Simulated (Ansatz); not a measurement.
# C$_{2}$H$_{3}$F$_{2}$Si (doublet): what the fields show

```xyz
8

C     0.2987    1.9020   -0.7004
C     0.4654    0.7175   -1.2492
F     1.1682   -0.5464   -3.6912
F    -0.5257   -1.7637   -2.1366
Si    0.8132   -0.8309   -2.1222
H     0.7152    2.8310   -1.1472
H    -0.2709    2.0512    0.2419
H     1.9309   -1.5877   -1.5071
```

Geometry: BLYP-D3(BJ)/def2-SVP.

Theory: isolated molecule in a Gaussian basis; Kohn-Sham density functional theory, functional PBE0 (Ansatz).

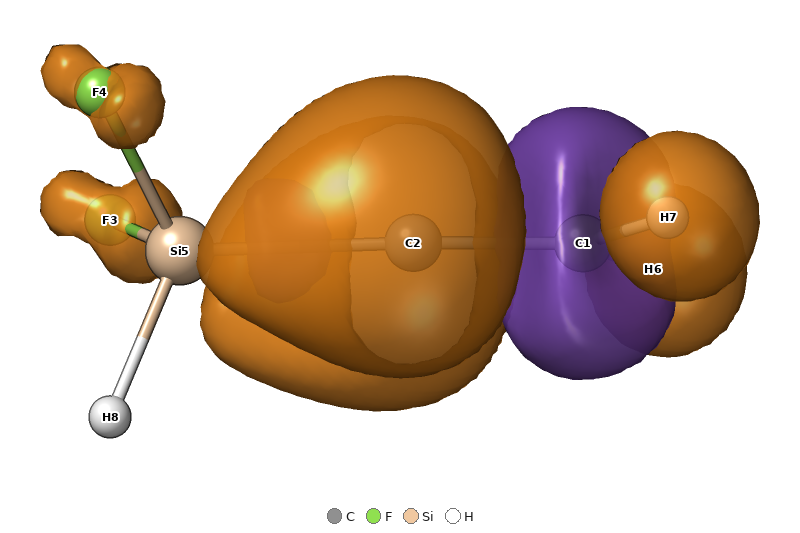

Figure 1. Isosurfaces of the spin density at +0.015 (orange) and −0.015 e/Å³ (purple), seen from one side.

Question: Which atoms carry the spin?

Answer: The unpaired spin (1 electron) lies mostly on C2 (about 0.7) and Si5 (about 0.1), in electrons by Hirshfeld's partition.

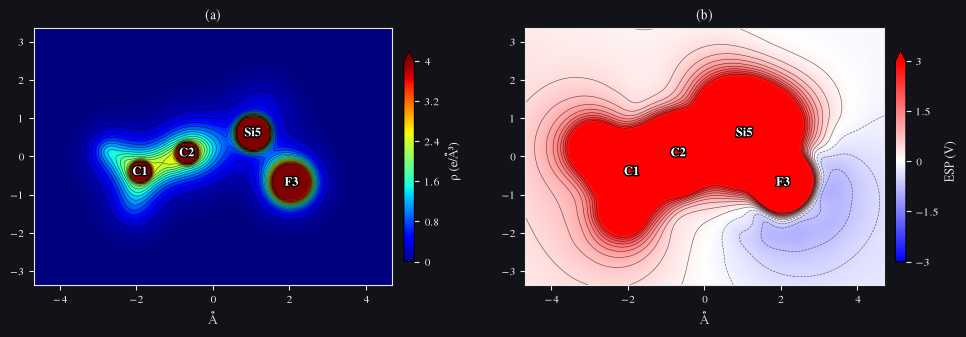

Figure 2. (a) total electron density; (b) electrostatic potential on the plane of atoms C2, Si5 and F3.

Question: Describe what can be read from this map.

Answer:
- Atoms in the plane: C, F and Si.
- C–C (1.32 Å): ρ at the midpoint is about 2.4 e/Å³.
- Si–F (1.63 Å): ρ at the midpoint is about 1.1 e/Å³.
- C–Si (1.81 Å): the density is about 1 e/Å³ at the midpoint.
- Outside the dense part of the molecule the potential is most negative (−0.9 V) near F3.

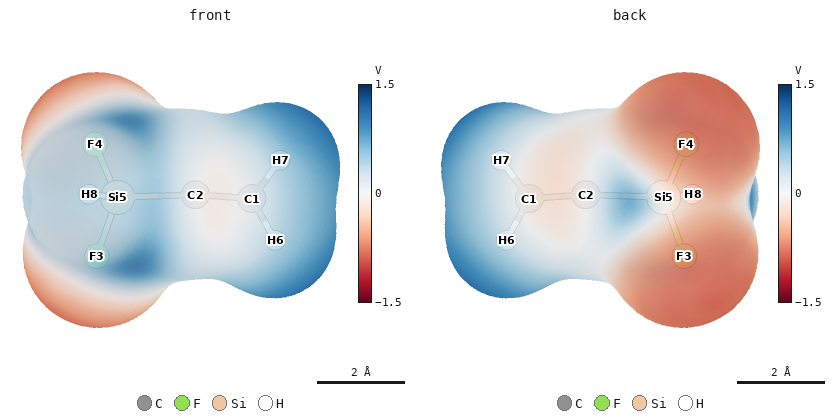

Figure 3. The electrostatic potential painted on the density surface at 0.001 e/bohr³, seen from the front and from behind; the colour scale runs from red (negative) to blue (positive).

Question: Which sites attract a positive test charge, and which a negative one?

Answer: A positive charge is drawn to the negative regions and a negative charge to the positive ones. The most negative region (about −0.9 V, or −21 kcal/mol for a unit charge) lies over F3 and F4, the most positive (about +1.1 V, or +25 kcal/mol for a unit charge) over H6 and H7.

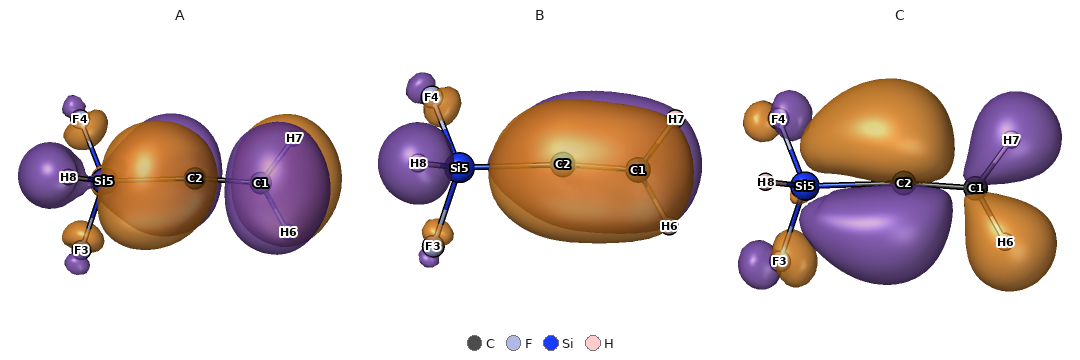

Figure 4. Three frontier orbitals at ±0.08 Å⁻³ᐟ² (orange and purple are the two phases), in no order.

Question: Order the three orbitals by energy and name them. All are α orbitals.

Answer: B is the HOMO−1 (α) (−8.93 eV). It lies mainly on C2 (about 45 %) and C1 (about 40 %); π-bonding across C2–C1. C is the HOMO (α) (−7.10 eV). Its weight (Hirshfeld) is mainly on C2 (about 55 %), Si5 (about 15 %), C1 (about 10 %), H6 (about 5 %) and H7 (about 5 %). A is the LUMO (α) (−1.48 eV). Its weight (Hirshfeld) is mainly on C1 (about 35 %), C2 (about 25 %) and Si5 (about 20 %); π-antibonding (π*) across C1–C2.

Question: What is the gap between the highest occupied and lowest empty α orbitals?

Answer: 5.62 eV between the orbital energies.
